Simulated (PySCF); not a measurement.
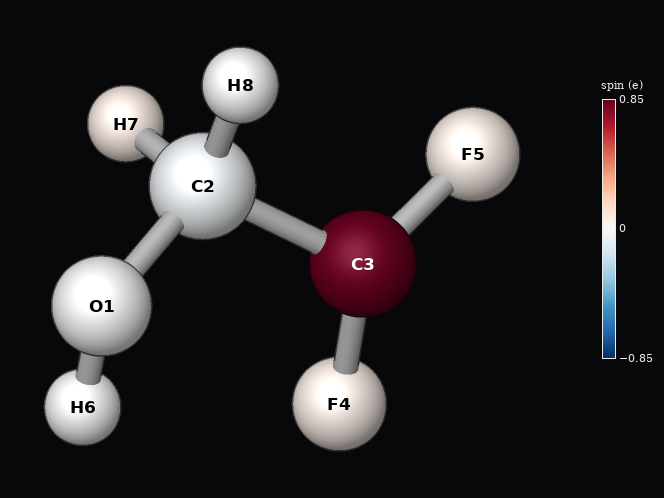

Atoms are coloured by their Mulliken spin populations. State: neutral, doublet. The geometry was computed by an optimisation with GFN2-xTB. No frequency run is at hand to confirm it as a minimum. Level of theory: UKS B3LYP, pcH-1 on C F H O, non-relativistic (PySCF 2.14.0).

List the Mulliken spin populations.

```tsv
atom	value (e)
O1	0.00
C2	−0.03
C3	0.84
F4	0.06
F5	0.06
H6	0.00
H7	0.07
H8	0.00
```

Mulliken values depend strongly on the basis set.
